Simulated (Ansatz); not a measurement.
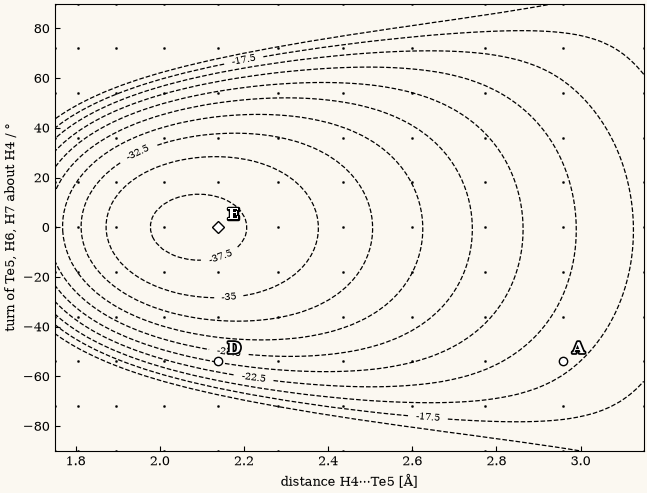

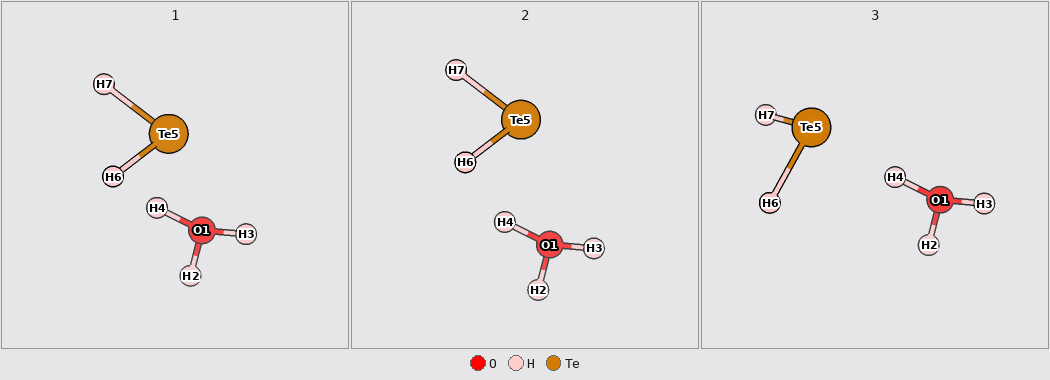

The pair H₃O···H₂Te, charge +1. The turn is about an axis along (0.96, −0.04, 0.29) in the frame of the relaxed pair, normal to the line between the partners. Coordinates scanned: (1) distance H4···Te5; (2) turn of Te5, H6, H7 about H4. Grid: 11 × 11 points. Points are written as (first, second). Energies are in kcal/mol, from the ion and the molecule far apart, frozen as in the relaxed pair, each in its own basis (no counterpoise correction). Computed with Ansatz, RKS PBE0-D4/def2-TZVPD.

Drawn: contour lines labelled in kcal/mol (none above −15), dots at the grid points, lettered points. Between grid points the surface is interpolated. The numbered pictures are the structures at these points, in random order.

> Which structure belongs to which point?

A is structure 2: (2.958 Å, −54°), −20.6 kcal/mol; D is structure 1: (2.138 Å, −54°), −25.2 kcal/mol; E is structure 3: (2.138 Å, 0°), −38.0 kcal/mol.
